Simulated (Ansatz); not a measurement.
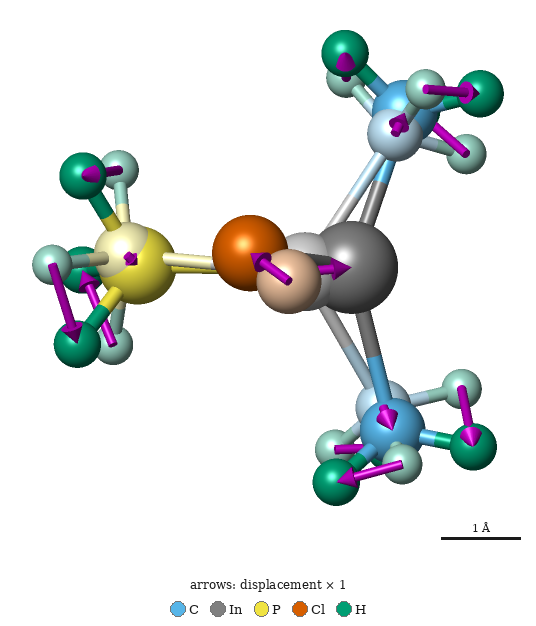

This is a relaxation of C₂H₉ClInP (coarse preliminary run). The starting structure is drawn faded, the final one solid; purple arrows show the displacements, at their true length. The two geometries are superimposed by the best rigid fit.

A ball-and-stick model, seen face on.

The start comes from a force field.

Computed with RKS PBE-D4/def2-SVP (Ansatz).

Input file:
```yaml
crystal:
  periodic: [false, false, false]
  atoms:
    - {symbol: C, position_ang: [-1.793500, 0.951400, 0.367100]}
    - {symbol: In, position_ang: [0.135000, 0.412200, -0.378000]}
    - {symbol: C, position_ang: [1.564300, 0.594200, 1.233500]}
    - {symbol: P, position_ang: [0.140500, -1.927200, -1.166700]}
    - {symbol: Cl, position_ang: [0.774900, 1.831000, -2.195700]}
    - {symbol: H, position_ang: [-1.760600, 1.352800, 1.406500]}
    - {symbol: H, position_ang: [-2.213100, 1.822500, -0.267800]}
    - {symbol: H, position_ang: [-2.486700, 0.141300, 0.292800]}
    - {symbol: H, position_ang: [2.365100, 1.366800, 1.018300]}
    - {symbol: H, position_ang: [1.080100, 0.907000, 2.199800]}
    - {symbol: H, position_ang: [2.078200, -0.388200, 1.430800]}
    - {symbol: H, position_ang: [-1.213100, -2.441500, -0.964400]}
    - {symbol: H, position_ang: [0.935600, -2.678200, -0.436700]}
    - {symbol: H, position_ang: [0.380400, -1.973200, -2.510900]}
basis:
  gaussian: {orbitals: def2-SVP}
hamiltonian: {xc: pbe, dispersion: d4}
relax: {f_tol: 0.03, max_steps: 200}
```

Launched with:
```bash
ansatz run in.yaml --threads 4 --pin off --events-out ev --progress --plain --max-ram 11315MiB
```

Question: What happened in the run?

Answer: Over 31 accepted moves (35 points after the start) the energy falls by 122.3 kJ/mol. Largest force component: 3.1 eV/Å at the start, 0.019 eV/Å at the end. The line search rejected the trial steps at points 14, 24, 27, 29 of the run. The forces were under the threshold at step 7, but the run went on from there. H6 moves most after the best rigid fit: 1.31 Å. Largest moves by element: H 1.31 Å, Cl 0.75 Å, In 0.61 Å, C 0.41 Å, P 0.20 Å. Among the contacts that change: In2–P4 2.469 → 2.873 Å, P4–H13 1.315 → 1.429 Å, P4–H14 1.366 → 1.429 Å, In2–Cl5 2.393 → 2.450 Å. Among the angles between lasting bonds that change: P4–In2–Cl5 108.6° → 77.0°, In2–P4–H12 106.7° → 137.8°, C1–In2–C3 108.4° → 137.5°.
